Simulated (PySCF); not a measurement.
## Electronic structure of C2H10AsNSi (SMILES C[As](C)[SiH2]N) in real space

Input

```
{"job": {"kind": "uv", "xc": "wB97X-D", "basis": "def2-SVPD", "nstates": 8, "ntriplets": 3}, "charge": 0, "multiplicity": 1}
C     -1.727434    -1.352899    -0.334938
As    -0.538890    -0.106490    -1.302023
C     -1.101466     1.525103    -0.328360
Si     1.348119    -0.565682    -0.017532
N      2.619417     0.383299    -0.698133
H     -1.669244    -1.204609     0.742805
H     -2.762466    -1.204274    -0.645723
H     -1.455776    -2.383934    -0.558444
H     -1.059016     1.382906     0.751288
H     -2.125660     1.783318    -0.600719
H     -0.465880     2.369402    -0.594496
H      1.139559    -0.328455     1.434709
H      1.829321    -1.949761    -0.122980
H      3.539729     0.322967    -0.294536
H      2.425273     1.337099    -0.958487
```

Run with:

```sh
OMP_NUM_THREADS=1 python probes_run.py task.json out
```

Geometry: GFN2-xTB.

The calculation used wB97X-D/def2-SVPD, SCF density, gas phase in PySCF 2.14.0.

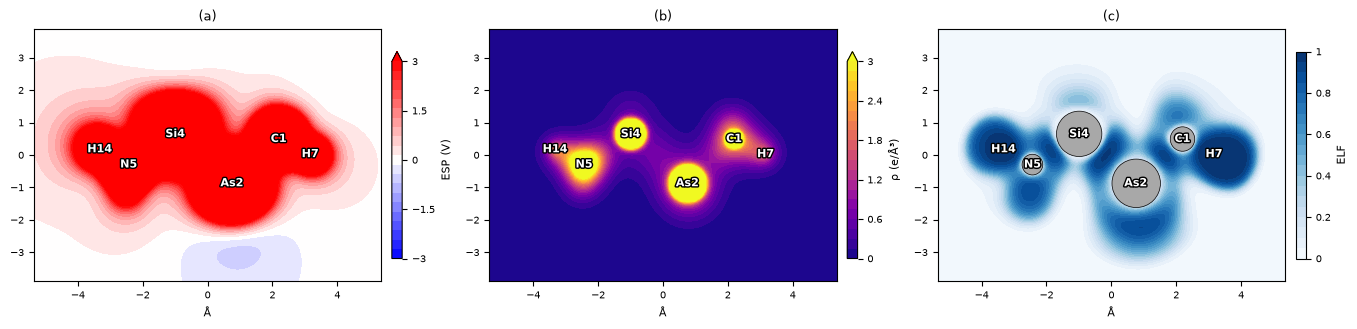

Figure 1. (a) electrostatic potential; (b) electron density; (c) ELF on the plane of atoms C1, As2 and Si4. Grey discs cover the atomic cores in the ELF map.

Read the bonding off the picture.

- The plane passes through C, As, Si, N and H nuclei.
- Si–N (1.73 Å): ρ at the midpoint is about 1.1 e/Å³; the ELF peaks at about 0.90 between the atoms, as expected for a shared but strongly polarised pair.
- C–As (1.98 Å): ρ is about 0.91 e/Å³ halfway; the ELF peaks at about 0.90 between the atoms, as expected for a shared electron pair.
- Si–As (2.33 Å): the density is about 0.71 e/Å³ at the midpoint; the ELF peaks at about 0.95 between the atoms (a shared electron pair).
- N–H (1.01 Å): ρ at the midpoint is about 2.8 e/Å³; the ELF climbs to about 1 towards the hydrogen, as it does in any bond to H (a covalent bond by its length).
- C–H (1.09 Å): the density is about 1.9 e/Å³ at the midpoint; the ELF climbs to about 1 towards the hydrogen: a covalent bond by its length.
- The ELF also peaks beside As2, away from the bonds: lone-pair regions.
- Outside the dense part of the molecule the potential is most negative (−0.5 V) near As2.

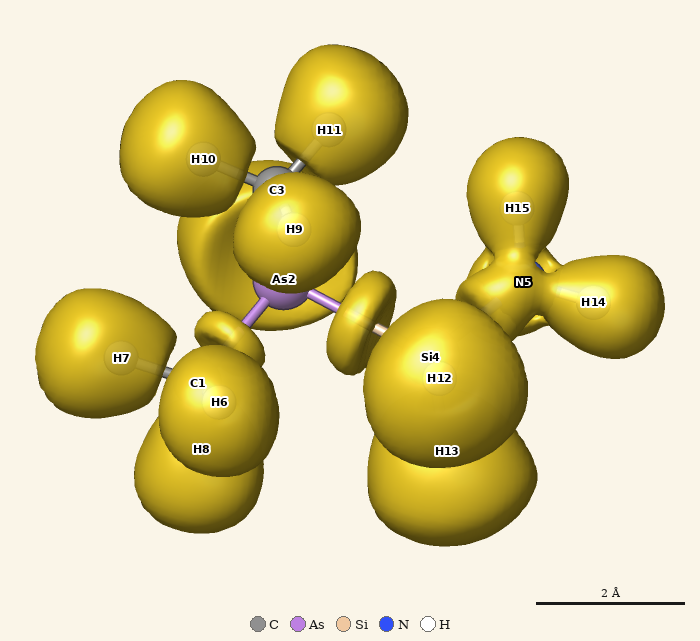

Figure 2. Isosurface of the electron localisation function at 0.75 (yellow), seen at a tilt. Only the valence region is drawn (cores and ρ < 0.01 e/Å³ removed).

What do the ELF domains correspond to?

The ELF exceeds this value in two regions between bonded As–C atoms (shared pairs), one region between bonded As–Si atoms (shared pairs), eight regions around hydrogen nuclei, one lobe on As, pointing away from the bonds (lone pairs) and one joined region spread over several atoms (H, N), in which their bonds and any lone pairs are merged.

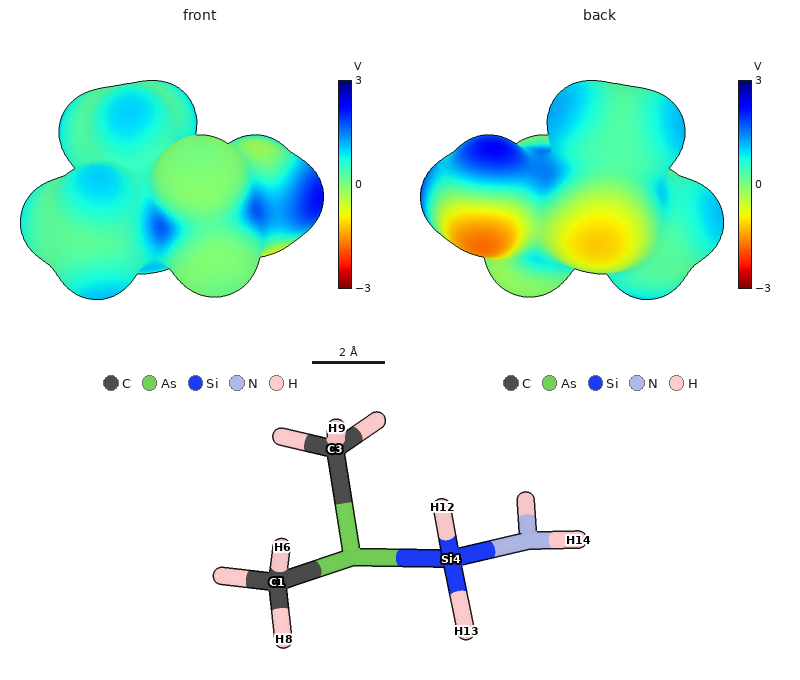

Figure 3. The electrostatic potential painted on the density surface at 0.004 e/bohr³, seen from the front and from behind; the colour scale runs from red (negative) to blue (positive). The bare structure is drawn below in the same view.

Which sites attract a positive test charge, and which a negative one?

A positive charge is drawn to the negative regions and a negative charge to the positive ones. The most negative region (about −1.7 V, or −39 kcal/mol for a unit charge) lies over N5, the most positive (about +2.2 V, or +51 kcal/mol for a unit charge) over H14 and H15. N5 is the likeliest acceptor of a hydrogen bond.

How polar is the molecule by this calculation?

Its dipole moment is 1.55 D.
